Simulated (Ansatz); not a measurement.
## A computed series for TaS2: response to strain

The parent structure is TaS2 in the CdI2 type structure (space group P-3m1, No. 164; layered, stacked along the Cartesian z axis; relaxed with 0.1 eV smearing).

```xyz
3
Lattice="3.3318 0.0000 0.0000 -1.6659 2.8855 0.0000 0.0000 0.0000 5.7852" Properties=species:S:1:pos:R:3 pbc="T T T"
Ta     0.0000     0.0000     0.0000
S      0.0000     1.9236     1.5429
S      1.6659     0.9618     4.2423
```

Cartesian axes are those of the cell as printed.

Strains are applied to the cell and any free atomic positions relax; under biaxial strain the out-of-plane vector relaxes too.

Method: Ansatz (a quantum-chemistry and plane-wave program) PBE-D3(BJ), without spin-orbit coupling, earlier PAW set.

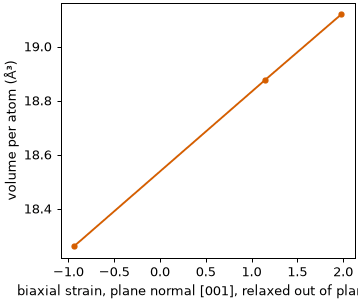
Volume per atom against biaxial strain, plane normal [001], relaxed out of plane

```json
[
 {"biaxial strain, plane normal [001], relaxed out of plane (%)": "-0.94", "volume per atom": "18.26 Å³"},
 {"biaxial strain, plane normal [001], relaxed out of plane (%)": "1.15", "volume per atom": "18.88 Å³"},
 {"biaxial strain, plane normal [001], relaxed out of plane (%)": "1.98", "volume per atom": "19.12 Å³"}
]
```

Stability against distortions was not tested. All final runs are without spin polarisation. An odd electron count without spin: TaS2.
